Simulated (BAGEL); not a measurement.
# CHBr3 (bromoform): HF/STO-3G (density fitting with cc-pvqz-jkfit)

What is the vertical singlet–triplet gap of CHBr3 (bromoform) at HF/STO-3G (density fitting with cc-pvqz-jkfit)? 

The results are computed with BAGEL 1.2.2.

## (1) The system as given

CHBr3 has 5 atoms, charge 0, and is taken as a singlet. SMILES: `BrC(Br)Br`. Geometry: relaxed at PBE0-D4/def2-TZVP.

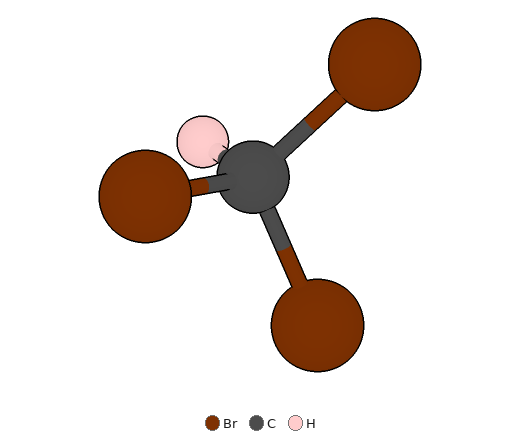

Viewed from a chosen angle; bromine brown, carbon dark grey, hydrogen pink.

## (2) The energy at HF/STO-3G (density fitting with cc-pvqz-jkfit)

The input, input.json:

```json
{ "bagel": [

{
  "title": "molecule",
  "basis": "sto-3g",
  "df_basis": "cc-pvqz-jkfit",
  "angstrom": true,
  "geometry": [
    { "atom": "Br", "xyz": [      -0.678530,       0.301690,       1.738170 ] },
    { "atom": "C", "xyz": [       0.069950,       0.097560,      -0.020620 ] },
    { "atom": "Br", "xyz": [       1.208400,      -1.447050,      -0.136140 ] },
    { "atom": "Br", "xyz": [      -1.291550,       0.082940,      -1.377570 ] },
    { "atom": "H", "xyz": [       0.691730,       0.964850,      -0.203840 ] }
  ]
},

{ "title": "hf" },

{ "title": "print", "file": "orbitals.molden", "orbitals": true }

]}
```

Launch:

```console
BAGEL_NUM_THREADS=1 BAGEL input.json > input.out
```

The program printed:

```text
* using 1 threads per process

  ===============================================================
  ===============================================================

  *** Geometry ***

  { "atom" : "Br", "xyz" : [     -1.282236,      0.570111,      3.284665 ] },
  { "atom" : "C", "xyz" : [      0.132186,      0.184362,     -0.038966 ] },
  { "atom" : "Br", "xyz" : [      2.283545,     -2.734528,     -0.257267 ] },
  { "atom" : "Br", "xyz" : [     -2.440676,      0.156734,     -2.603230 ] },
  { "atom" : "H", "xyz" : [      1.307180,      1.823302,     -0.385202 ] },

  Number of auxiliary basis functions:      811

  Since a DF basis is specified, we compute 2- and 3-index integrals:
    o Being stored without compression. Storage requirement is 0.023 GB

  Number of basis functions:       60
  Number of electrons      :      112

    * METHOD: MOLECULE                             0.72

  *** RHF ***

  === Nuclear Repulsion ===
   809.8474688189

      * DIIS with orbital gradients will be used.

  === RHF iteration (sto-3g) ===
      0      -7671.76038409          0.01279128           0.28
      1      -7671.89765994          0.00780910           0.28
      2      -7671.95981753          0.00048002           0.27
      3      -7671.96047895          0.00005603           0.28
      4      -7671.96049215          0.00001335           0.28
      5      -7671.96049300          0.00000245           0.26
      6      -7671.96049303          0.00000024           0.28
      7      -7671.96049303          0.00000004           0.26
      8      -7671.96049303          0.00000000           0.28
    * SCF iteration converged.

    * Permanent dipole moment:
           (   -0.259142,    -0.361453,     0.076380) a.u.

    * METHOD: HF                                   2.89

    * METHOD: PRINT                                0.01

  ===============================================================
```

Run time: 3.9 s. Hardware: 1 thread of Arm Neoverse V1, shared host; peak memory 0.18 GiB.

## (3) The triplet, same level

The input, job.json:

```json
{ "bagel" : [

{
  "title" : "molecule",
  "basis" : "sto-3g",
  "df_basis" : "cc-pvqz-jkfit",
  "angstrom" : true,
  "geometry" : [
    { "atom" : "Br", "xyz" : [      -0.678530,       0.301690,       1.738170 ] },
    { "atom" : "C", "xyz" : [       0.069950,       0.097560,      -0.020620 ] },
    { "atom" : "Br", "xyz" : [       1.208400,      -1.447050,      -0.136140 ] },
    { "atom" : "Br", "xyz" : [      -1.291550,       0.082940,      -1.377570 ] },
    { "atom" : "H", "xyz" : [       0.691730,       0.964850,      -0.203840 ] }
  ]
},

{
  "title" : "uhf",
  "nopen" : 2
},

{
  "title" : "print",
  "file" : "orbitals.molden",
  "orbitals" : true
}

]}
```

Launch:

```console
BAGEL_NUM_THREADS=1 BAGEL job.json > job.out
```

The program printed:

```text
* using 1 threads per process

  ===============================================================
  ===============================================================

  *** Geometry ***

  { "atom" : "Br", "xyz" : [     -1.282236,      0.570111,      3.284665 ] },
  { "atom" : "C", "xyz" : [      0.132186,      0.184362,     -0.038966 ] },
  { "atom" : "Br", "xyz" : [      2.283545,     -2.734528,     -0.257267 ] },
  { "atom" : "Br", "xyz" : [     -2.440676,      0.156734,     -2.603230 ] },
  { "atom" : "H", "xyz" : [      1.307180,      1.823302,     -0.385202 ] },

  Number of auxiliary basis functions:      811

  Since a DF basis is specified, we compute 2- and 3-index integrals:
    o Being stored without compression. Storage requirement is 0.023 GB

  Number of basis functions:       60
  Number of electrons      :      112

    * METHOD: MOLECULE                             0.69

  *** Open-shell HF ***

  === Nuclear Repulsion ===
   809.8474688189

      * DIIS with orbital gradients will be used.

  === UHF iteration (sto-3g) ===
      0      -7671.56795721          0.01626796           0.54
      1      -7671.64684169          0.00781984           0.54
      2      -7671.66313068          0.00338013           0.53
      3      -7671.66695132          0.00037569           0.53
      4      -7671.66743426          0.00008568           0.53
      5      -7671.66748726          0.00002256           0.53
      6      -7671.66749322          0.00001103           0.52
      7      -7671.66749469          0.00000306           0.52
      8      -7671.66749480          0.00000149           0.52
      9      -7671.66749482          0.00000159           0.54
     10      -7671.66749481          0.00000117           0.52
     11      -7671.66749480          0.00000073           0.52
     12      -7671.66749481          0.00000030           0.52
     13      -7671.66749481          0.00000011           0.53
     14      -7671.66749481          0.00000006           0.52
     15      -7671.66749481          0.00000004           0.52
     16      -7671.66749481          0.00000004           0.53
     17      -7671.66749481          0.00000004           0.53
     18      -7671.66749481          0.00000004           0.52
     19      -7671.66749481          0.00000004           0.52
     20      -7671.66749481          0.00000004           0.53
     21      -7671.66749481          0.00000004           0.52
     22      -7671.66749481          0.00000004           0.52
     23      -7671.66749481          0.00000004           0.53
     24      -7671.66749481          0.00000004           0.53
     25      -7671.66749481          0.00000004           0.52
     26      -7671.66749481          0.00000004           0.52
     27      -7671.66749481          0.00000003           0.52
     28      -7671.66749481          0.00000003           0.52
     29      -7671.66749481          0.00000002           0.52
     30      -7671.66749481          0.00000003           0.52
     31      -7671.66749481          0.00000002           0.54
     32      -7671.66749481          0.00000002           0.52
     33      -7671.66749481          0.00000002           0.51
     34      -7671.66749481          0.00000002           0.52
     35      -7671.66749481          0.00000002           0.52
     36      -7671.66749481          0.00000002           0.52
     37      -7671.66749481          0.00000002           0.53
     38      -7671.66749481          0.00000002           0.53
     39      -7671.66749481          0.00000001           0.53
     40      -7671.66749481          0.00000001           0.52
     41      -7671.66749481          0.00000001           0.52
     42      -7671.66749481          0.00000001           0.52
     43      -7671.66749481          0.00000001           0.52
     44      -7671.66749481          0.00000001           0.52
    * SCF iteration converged.

    * S^2 (UHF) is 2.0170

    * Permanent dipole moment:
           (   -0.372669,    -0.519910,     0.109842) a.u.

    * METHOD: UHF                                 23.97

    * METHOD: PRINT                                0.01

  ===============================================================
```

It took 25 s on 1 thread of Arm Neoverse V1, shared host; peak memory 0.18 GiB.

## (4) Outcome

Level: HF/STO-3G (density fitting with cc-pvqz-jkfit).

| quantity | value |
| --- | --- |
| singlet: total energy | -7671.96049 Eh |
| singlet: dipole moment | 1.15 D |
| singlet: HOMO energy | -8.75 eV |
| singlet: LUMO energy | 7.14 eV |
| singlet: HOMO–LUMO gap | 15.88 eV |
| triplet: total energy | -7671.66749 Eh |
| triplet: dipole moment | 1.65 D |
| triplet: ⟨S²⟩ | 2.017 |
| vertical energy of the triplet above the singlet | 7.973 eV |

In words: At this shape the triplet lies 7.97 eV (769 kJ/mol) above the singlet. In a minimal basis such a difference can be off by several eV, whatever the method.
